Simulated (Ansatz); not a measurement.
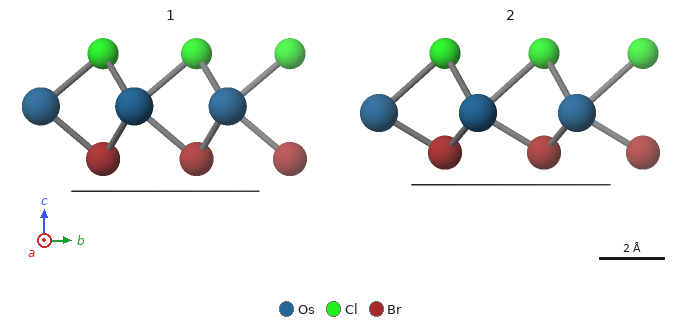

Two geometries of a slab of composition OsBrCl, drawn at one scale. One is the start of a relaxation, the other its converged end. A ball-and-stick model of the 1 × 2 repeat of the cell, outlined in the plane, without the vacuum, seen along the a axis.

Theory: DFT, PBE, plane waves, PAW in Ansatz. Settings: plane-wave cutoff 420 eV; k-point mesh 12 × 12 × 1; occupations fermi dirac; smearing width 0.02 eV; no spin polarisation; cell and atoms relaxed; force threshold 0.005 eV/Å.

Which one is relaxed?

Structure 2 is the relaxed one. The Os atom moves most relative to the cell and the layer's centre: 0.21 Å along the normal (−c). By element the largest moves are Os 0.21 Å, Br 0.20 Å, Cl 0.01 Å. In the plane the drawn cell goes a 3.360 → 3.561 Å (+6.0 %), b 6.720 → 7.122 Å (+6.0 %). Near-neighbour distances that change, for instance: Cl–Os 2.540 → 2.770 Å, Br–Os 2.540 → 2.398 Å. Bond angles that change, for instance: Os–Br–Os 82.8° → 95.9°, Br–Os–Br 82.8° → 95.9°, Cl–Os–Br 80.4° → 73.0°. The energy falls by 0.486 eV per cell of the calculation in 10 accepted moves (11 points after the start). The largest force component goes from 0.34 to 0.0014 eV/Å. The SCF was repeated once at an unchanged geometry on a basis and grid sized afresh for the cell, which shifted the energy by 1.4 meV per cell of the calculation at most. The program noted that it reset the height of the cell.
